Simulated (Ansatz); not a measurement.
# Lattice dynamics of WSeS monolayer, Janus

The cell of WSeS monolayer, Janus is at rest. What are its phonons? After the zone centre comes a 6×6×1 q mesh on a 12×12×1 k mesh.

Program: Ansatz 0.2.0. Level of theory: DFT PBEsol, scalar-relativistic, plane waves, PAW. Results are calculated unless marked as measured.

**1. Set-up**

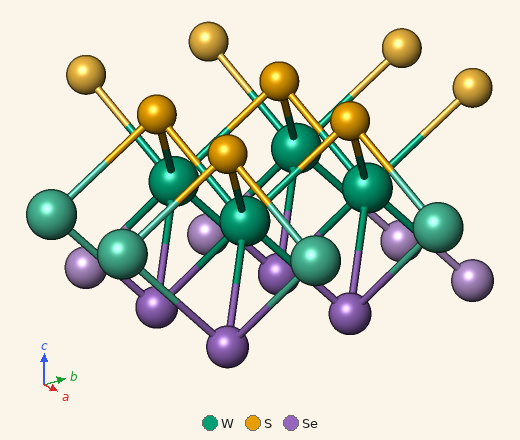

Start, viewed slightly off an axis; tungsten teal, sulfur orange, selenium purple. 2×2×1 cells are drawn. Some periodic images of atoms are drawn too.

The cell holds 3 atoms: 1 W, 1 S and 1 Se. Its edges and angles: a = 3.207 Å, b = 3.207 Å, c = 30.400 Å, α = 90.0°, β = 90.0°, γ = 120.0°. Vacuum lies along c.

**2. Zone-centre response**

The cell comes from relaxations at this level that are not shown. The zone centre comes first: it holds the modes that light can see, as far as symmetry allows. The response to a homogeneous field gives the Born charges and the dielectric tensor, and its change with displacement the Raman tensors.

Contents of input.yaml:

```yaml
crystal:
  lattice:
    - [3.2069649375, 0.0, 0.0]
    - [-1.6034824687, 2.7773131049, 0.0]
    - [0.0, 0.0, 30.4]
  atoms:
    - { symbol: W, position: [0.3333333333, 0.6666666667, 0.3297467033] }
    - { symbol: S, position: [0.6666666667, 0.3333333333, 0.3801864955] }
    - { symbol: Se, position: [0.6666666667, 0.3333333333, 0.2736194327] }
  periodic: [true, true, false]
kpoints:
  mp_grid: { grid: [12, 12, 1] }
hamiltonian:
  xc: pbesol
scf:
  occupations: { method: fixed }
output:
  eigenvalues: true
phonons:
  method: dfpt
  dielectric: true
  raman: true
```

Run with:

```console
$ ansatz run input.yaml --threads 8 --pin off --max-ram 14336MiB --backend cpu --events-out ev --progress --plain --runs-dir out
```

Numbers of over 12 decimals in the logs are rounded to 6 here.

Log:

```text
Warning: phonons.dielectric: true without phonons.rigid_motions: the static dielectric tensor ε⁰ will be withheld (ε∞, Z* and the rows of modes are given); for a crystal or a slab, whose only rigid motions are the translations, set phonons.rigid_motions: translations
Engine: ansatz 0.2.0, aarch64-unknown-linux-gnu
Pseudopotentials: kind: paw
Pseudopotential: W, paw, valence charge 14, recommended cutoff 420 eV (normal), W.paw.azcp
Pseudopotential: S, paw, valence charge 6, recommended cutoff 420 eV (normal), S.paw.azcp
Pseudopotential: Se, paw, valence charge 16, recommended cutoff 420 eV (normal), Se.paw.azcp
Functional definition: PBEsol
  exchange = pbesol_x
  correlation = pbesol_c
Crystal: 3 atoms, lattice volume = 270.765 Å³
Basis set: ecut = 420 eV, 5357 PW (Γ), exchange–correlation on 48×48×432 points (8 copies of the dense FFT grid, shifted against one another)
Bands: 22, of which v1, the nominal top of the filled ones, is band 18 counted from 1 (17 counted from 0)
Symmetry: 6 space group operations
k-points: 43 of 144 (irreducible under 2 space group operations, time reversal used)
Non-local potential: W, projectors of the file, l = 0: 3, l = 1: 2, l = 2: 2, l = 3: 1
Non-local potential: S, projectors of the file, l = 0: 2, l = 1: 2, l = 2: 2
Non-local potential: Se, projectors of the file, l = 0: 2, l = 1: 2, l = 2: 3, l = 3: 1
PAW form: soft (Blöchl's): semilocal exchange-correlation on the pseudo side does not see the compensation charge
PAW frozen core: W, regenerated for the run's functional, and the local potential with it (the file was generated under x = pbe(κ = 0.804, μ = 0.219515), c = pbe(β = 0.066725))
PAW frozen core: S, regenerated for the run's functional, and the local potential with it (the file was generated under x = pbe(κ = 0.804, μ = 0.219515), c = pbe(β = 0.066725))
PAW frozen core: Se, regenerated for the run's functional, and the local potential with it (the file was generated under x = pbe(κ = 0.804, μ = 0.219515), c = pbe(β = 0.066725))
PAW one-centre angular grid: W, 590 points (default); XC on 64 Gauss nodes
PAW one-centre angular grid: S, 110 points (default); XC on 64 Gauss nodes
PAW one-centre angular grid: Se, 590 points (default); XC on 64 Gauss nodes
Initial density: superposition of atomic densities (neutral atoms: chi_scale 0, normalization atom), corrected by the library's trained network
Initial wavefunctions: pseudopotential atomic-orbital guess
Functional: x = pbesol(κ = 0.804, μ = 0.123457), c = pbesol(β = 0.046)
SCF iter   1: F=—  HF=-16567.877029 eV  |F-HF|=—  |Δ(HF+E_count)|=         —  Δρ=3.85e-3  dr2=2.20e-1  ethr=1.77e-3  ⟨swp⟩=7.3  Hψ=5207  notcnv=0  defer=80
preconditioner: auto → Resta (q_TF=auto, 1.949 Å⁻¹)  ε∞=2.2  [insulator: Δε(μ)=1.842 eV  Ē_g=8.576 eV  n_scr=18 (ndim 8)  ℏωp=9.6 eV  f_vac=0.768  ε∞_Penn≈2.2  vacuum switching on, ρ_ref=5.3e-3 e/Å³]
SCF iter   2: F=—  HF=-16567.904131 eV  |F-HF|=—  |Δ(HF+E_count)|=   2.71e-2  Δρ=3.95e-3  dr2=4.56e-1  ethr=6.12e-4  ⟨swp⟩=4.2  Hψ=2063  notcnv=0  defer=82
SCF iter   3: F=—  HF=-16567.860918 eV  |F-HF|=—  |Δ(HF+E_count)|=   4.32e-2  Δρ=1.60e-3  dr2=2.21e-2  ethr=6.12e-4  ⟨swp⟩=3.2  Hψ=1230  notcnv=0  defer=85
SCF iter   4: F=—  HF=-16567.861642 eV  |F-HF|=—  |Δ(HF+E_count)|=   7.24e-4  Δρ=8.40e-4  dr2=1.69e-3  ethr=6.15e-5  ⟨swp⟩=3.2  Hψ=1725  notcnv=0  defer=85
SCF iter   5: F=—  HF=-16567.862692 eV  |F-HF|=—  |Δ(HF+E_count)|=   1.05e-3  Δρ=2.02e-4  dr2=1.10e-4  ethr=4.70e-6  ⟨swp⟩=3.0  Hψ=2042  notcnv=0  defer=86
SCF iter   6: F=—  HF=-16567.862704 eV  |F-HF|=—  |Δ(HF+E_count)|=   1.21e-5  Δρ=7.69e-5  dr2=1.56e-5  ethr=3.07e-7  ⟨swp⟩=3.5  Hψ=2136  notcnv=0  defer=86
SCF iter   7: F=—  HF=-16567.862714 eV  |F-HF|=—  |Δ(HF+E_count)|=   1.02e-5  Δρ=1.88e-5  dr2=1.97e-6  ethr=4.33e-8  ⟨swp⟩=3.4  Hψ=1746  notcnv=0  defer=86
SCF iter   8: F=—  HF=-16567.862706 eV  |F-HF|=—  |Δ(HF+E_count)|=   7.73e-6  Δρ=4.54e-6  dr2=1.05e-7  ethr=5.46e-9  ⟨swp⟩=3.0  Hψ=1886  notcnv=0  defer=84
SCF iter   9: F=—  HF=-16567.862706 eV  |F-HF|=—  |Δ(HF+E_count)|=   1.78e-7  Δρ=2.24e-6  dr2=1.68e-8  ethr=2.92e-10  ⟨swp⟩=3.3  Hψ=2101  notcnv=0  defer=84
SCF iter  10: F=—  HF=-16567.862706 eV  |F-HF|=—  |Δ(HF+E_count)|=   2.23e-8  Δρ=3.06e-7  dr2=4.16e-10  ethr=4.68e-11  ⟨swp⟩=3.2  Hψ=2101  notcnv=0  defer=82
SCF iter  11: F=-16567.862706 eV  HF=-16567.862706 eV  |F-HF|=2.91e-10  |Δ(HF+E_count)|=   1.30e-9  Δρ=1.09e-7  dr2=7.10e-11  ethr=1.00e-12  ⟨swp⟩=21.4  Hψ=9985  notcnv=0
SCF 1 converged in 11 iterations: F = -16567.862706 eV  dr2 = 7.10e-11
  greatest PAW one-centre occupation: 1.000 electrons in one spin orbital (limit 2), on the Se atom at site 2 (counted from 0), in its partial waves of l = 2
DFPT response loops at Γ: preconditioner auto → none (the input reference at scf.mixing.eps_inf says where Resta's filter doesn't serve); β = 0.50; Broyden in place of MSR1
── the response to a field inside a basis, on 18×18×2 k-points: an SCF that follows is theirs, and a resumed run solves both again ──
Bands: 19, of which v1, the nominal top of the filled ones, is band 18 counted from 1 (17 counted from 0)
k-points: 171
Initial density: handed on by an earlier stage of this run
Initial wavefunctions: pseudopotential atomic-orbital guess (no wavefunctions were taken with the density)
Eigensolver: Dense (171 Hₖ)
SCF iter   1: F=—  HF=-16567.852986 eV  |F-HF|=—  |Δ(HF+E_count)|=         —  Δρ=8.98e-5  dr2=4.88e-6  ethr=1.00e-1
preconditioner: auto → Resta (q_TF=auto, 1.949 Å⁻¹)  ε∞=2.6  [insulator: Δε(μ)=1.846 eV  Ē_g=7.625 eV  n_scr=18 (ndim 8)  ℏωp=9.6 eV  f_vac=0.769  ε∞_Penn≈2.6  vacuum switching on, ρ_ref=4.2e-3 e/Å³]
SCF iter   2: F=—  HF=-16567.852988 eV  |F-HF|=—  |Δ(HF+E_count)|=   2.27e-6  Δρ=4.65e-5  dr2=1.36e-6  ethr=1.36e-8
SCF iter   3: F=—  HF=-16567.852989 eV  |F-HF|=—  |Δ(HF+E_count)|=   1.06e-6  Δρ=7.96e-6  dr2=6.44e-7  ethr=3.79e-9
SCF iter   4: F=—  HF=-16567.852989 eV  |F-HF|=—  |Δ(HF+E_count)|=   5.83e-8  Δρ=3.07e-6  dr2=1.61e-7  ethr=1.79e-9
SCF iter   5: F=—  HF=-16567.852989 eV  |F-HF|=—  |Δ(HF+E_count)|=   9.23e-9  Δρ=1.35e-6  dr2=1.02e-8  ethr=4.48e-10
SCF iter   6: F=—  HF=-16567.852989 eV  |F-HF|=—  |Δ(HF+E_count)|=  3.86e-10  Δρ=5.31e-7  dr2=5.72e-10  ethr=2.82e-11
SCF iter   7: F=-16567.852989 eV  HF=-16567.852989 eV  |F-HF|=1.24e-10  |Δ(HF+E_count)|=  7.53e-10  Δρ=1.31e-7  dr2=4.37e-11  ethr=1.59e-12
SCF 1 converged in 7 iterations: F = -16567.852989 eV  dr2 = 4.37e-11
DFPT response loops at Γ: mixed as the last ones told, above
DFPT response loops at Γ: mixed as the last ones told, above
SCF converged after 11 iterations
Free energy (F): -16567.862706 eV
Harris-Foulkes:  -16567.862706 eV  (|F-HF|=2.91e-10)
Internal energy: -16567.862706 eV  (E = F + TS)
E sigma→0 (E₀):  -16567.862706 eV
Fermi energy:    -5.462496 eV
--- Per-component energies (eV) ---
  E_band       = -1144.108362
  E_kinetic    = 678.532430
  E_local      = -83683.253085  (includes V_loc(G=0)·N_el)
  E_nonlocal   = -560.512449
  E_hartree    = 41380.756593
  E_xc         = -465.830802
  E_vxc        = -425.576063  (∫ρ·V_xc dr)
  E_paw        = -10888.317078  (= ΣΔE_a)
  E_vpaw       = 85.188487  (= ΣTr[D̂ρ^β])
  E_aug_tail   = -0.000665  (compensation charges beyond the density's cutoff)
  E_ewald      = 36969.470157
  E_core_change = 1.292192  (= ΣΔE_core)
  E_smearing   = -0.000000  (= −TS)
  E_closure    = 0.000000  (closes the sum)
  Σ components = -16567.862706   (vs F -16567.862706, Δ=0.00e0)
--- Band table (eV; the first three rows and the last of 43) ---
  k-point 0: bands = [... 14 lower, -7.7593, -6.6845, -6.6845, -5.6004, -2.4203, -2.4203, -2.1487, -2.1487]
  k-point 1: bands = [... 14 lower, -7.9164, -6.8435, -6.7032, -5.6342, -2.6201, -2.5380, -2.3498, -2.1473]
  k-point 2: bands = [... 14 lower, -7.9040, -7.1193, -6.8643, -5.8524, -3.2179, -2.6073, -2.6035, -1.7216]
  k-point 42: bands = [... 14 lower, -8.9892, -8.7397, -7.3686, -5.9866, -3.1989, -2.2956, -2.1284, -0.4944]
--- Phonons (Γ-DFPT): 6 representative perturbations + reference, on 43 of 144 k-points (Σ response iterations 35) ---
  k mesh reduced under 2 symmetry operations, with k and −k counted as one. Each operation leaves every solved perturbation unchanged. A smaller set is not considered because the run solves the response to a homogeneous field
  ASR residual: 2.968e-4 → 0.000e0 eV/Å²; symmetrization residual: 1.851e-5 eV/Å²
  ASR residual per site (eV/Å²): 2.97e-4 5.76e-5 1.31e-5
  Γ frequencies (cm⁻¹): 0.00 0.00 0.00 202.57 202.57 280.62 331.02 331.02 418.85
  ε∞ (high-frequency dielectric tensor):
        3.771493     0.000000     0.000000
        0.000000     3.771493    -0.000000
        0.000000    -0.000000     1.175646
  α∞ (the layer's polarisability for a field applied outside it; Å, Gaussian; ε∞ is over the cell's 30.400 Å):
        6.704672     0.000000     0.000000
        0.000000     6.704672    -0.000000
        0.000000    -0.000000     0.424915
  ε⁰ (static dielectric tensor): not given — the deck does not say what the cell's rigid motions are, and on a molecule in a box or a wire the rigid rotations would enter the sum over the modes at Γ. For a crystal or a slab, whose only rigid motions are the translations, set phonons.rigid_motions: translations.
  Born effective charges Z* (e; rows j = field, columns β = displacement):
    site 0:
        -0.99206   -0.00000   -0.00000
        -0.00000   -0.99206    0.00000
        -0.00000    0.00000   -0.07090
    site 1:
         0.23542    0.00000   -0.00000
        -0.00000    0.23542    0.00000
         0.00000    0.00000    0.02872
    site 2:
         0.75663    0.00000    0.00000
         0.00000    0.75663   -0.00000
         0.00000   -0.00000    0.04217
  Z* charge neutrality: 1.021e-3 e pre-enforcement
  solved inside a basis spanned on kpoints, on 18×18×2 k-points transformed towards the longest dipole: ε∞ is read to err by 1.0e-2, Z* by 1.7e-2 e (field_mesh: kpoints solves on kpoints); Z* is corrected for what the basis lacks
  Raman tensors (in the event stream and the table raman_tensors.tsv): an entry may err by 1.4e-1 Å², one of the second-order susceptibility by 2.9e-2 pm/V (basis, points and sum rule); their sum over the sites missed zero by 1.481e-4 Å² ahead of its enforcement
  optical modes at Γ without the LO–TO term, one row a degenerate level:
      ω (cm⁻¹)  modes    IR ((D/Å)²/amu)  static Raman (Å⁴/amu)  depolarisation
        202.57      2             0.3423                12.9072           0.750
        280.62      1             0.0006               146.6311           0.112
        331.02      2             0.3190               160.0576           0.750
        418.85      1             0.0011                 0.1114           0.238
```

It took 8.1 min on 8 threads of Arm Neoverse V1, shared host; peak memory 3.8 GiB; 61 min of CPU time.

Numbers from this step:

```yaml
gap_on_the_k_mesh: 1.826 eV
sum_rule_residual_before_enforcement: 2.97e-4 eV/Å²
miss_of_the_charge_sum_rule: 0.001021 e
estimated_error_of_the_dielectric_tensor: 0.01007
estimated_error_of_the_born_charges: 0.01707 e
point_group: 3m
area_per_atom: 2.969 Å²
highest_optical_mode_at_the_zone_centre_no_lo_to_term: 418.9 cm⁻¹
lowest_optical_zone_centre_mode: 202.6 cm⁻¹
largest_born_charge_third_of_the_trace: -0.6850 e
```

Without the LO-TO term. Patterns of degenerate modes are one choice out of their space. Modes at Γ, with each element's share of the kinetic energy:

```
mode  frequency (cm⁻¹)  symmetry  W %  S %  Se %
   1               0.0  acoustic   62   11    27
   2               0.0  acoustic   62   11    27
   3               0.0  acoustic   62   11    27
   4             202.6         E   16   13    71
   5             202.6         E   16   13    71
   6             280.6        A1   21    6    73
   7             331.0         E   22   76     2
   8             331.0         E   22   76     2
   9             418.9        A1   17   83     0
```

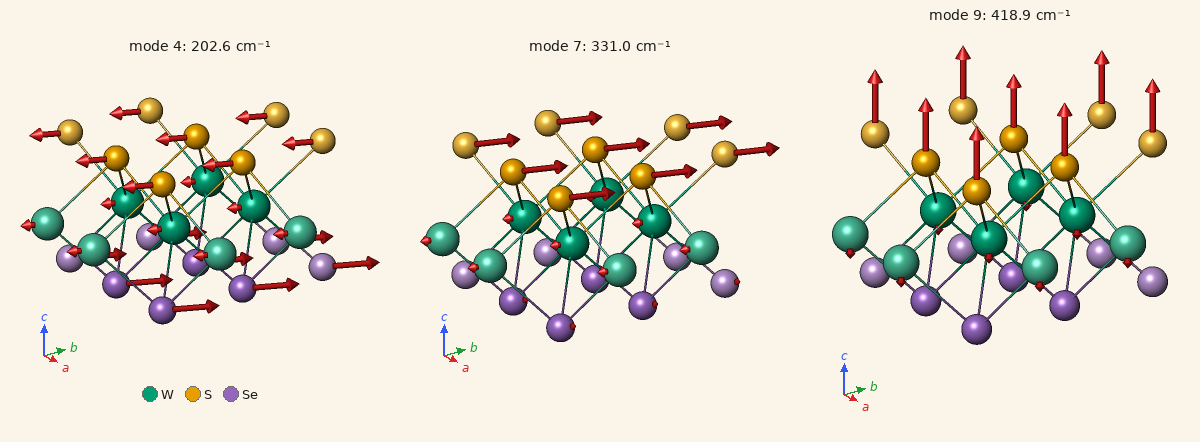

Displacement patterns of modes 4, 7 and 9 at Γ; arrows are exaggerated. 2×2×1 cells are drawn. Some periodic images of atoms are drawn too.

High-frequency dielectric tensor, averaged over the cell of height 30.4 Å or as lengthened by the program, vacuum included. Tensor:

```
       x      y      z
x  3.772      0      0
y      0  3.772      0
z      0      0  1.176
```

Born charge (rows field, columns displacement) (e), principal values of the symmetric part by kind of site:

```
atom  atoms with these values      low   middle     high     mean
  W1                        1  -0.9921  -0.9921  -0.0709  -0.6850
  S2                        1   0.0287   0.2354   0.2354   0.1665
 Se3                        1   0.0422   0.7566   0.7566   0.5185
```

In full for S2:

```
0.2354 0.0000 0.0000
0.0000 0.2354 0.0000
0.0000 0.0000 0.0287
```

Transverse modes. Lines of the infrared spectrum (strongest = 100):

```
position (cm⁻¹)  label  relative intensity
            203      E                 100
            281     A1                 0.2
            331      E                  93
            419     A1                 0.3
```

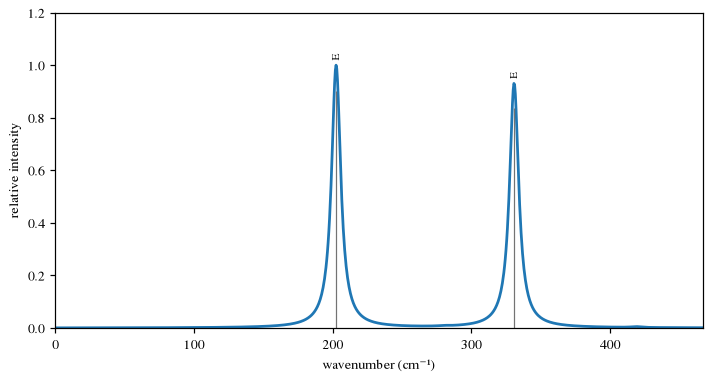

The infrared spectrum, broadened with Lorentzians of width 8 cm⁻¹; bars mark the lines.

Activity x (w_L - w)^4 (n + 1)/w, 532 nm, 300 K; the tensors are static ones, while 532 nm light lies above the computed direct gap, where resonance would change the heights. Lines of the Raman spectrum (strongest = 100):

```
position (cm⁻¹)  label  relative intensity
            203      E                  15
            281     A1                 100
            331      E                  85
            419     A1                 0.0
```

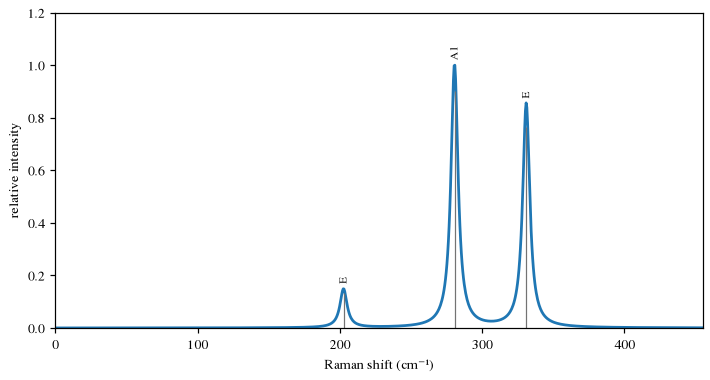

The Raman spectrum, broadened with Lorentzians of width 6 cm⁻¹; bars mark the lines.

Before it was imposed, the acoustic sum rule was missed by 3.0e-4 eV/Å² and the charge sum rule by 0.0010 e. Small misses are needed for a sound result but don't prove that mesh and cutoff are converged. The lowest optical mode is real, 203 cm⁻¹.

[end of part 1 of 2]

[Logs are printed without paths, hosts, clocks, repeated set-up lines and the standing remarks that a program may print on its own settings, such as how far it seeks lower states.]

[Hosts, paths, dates, database ids (printed as entryN), source tags and the programs' standing remarks are cut or masked in the printed files.]
